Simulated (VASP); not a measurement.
Band structure of Te (space group C2/m). Level of theory: r2SCAN meta-GGA, VASP's PBE PAW potentials (set 64) (plane waves; VASP).

Unless said otherwise, spin-orbit coupling is left out, though it shifts the bands of the heavy elements here.

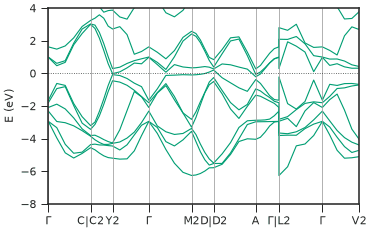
Bands along high-symmetry lines, zero at the valence-band maximum or, without a gap, the Fermi level

Q: Read the plot: is there a gap, and where are the band edges?

A: It has no gap at this level: it comes out as a metal or semimetal.

The structure comes from a computed database's Te entry (C2/m); how it stands against other phases isn't given here. It was relaxed first.
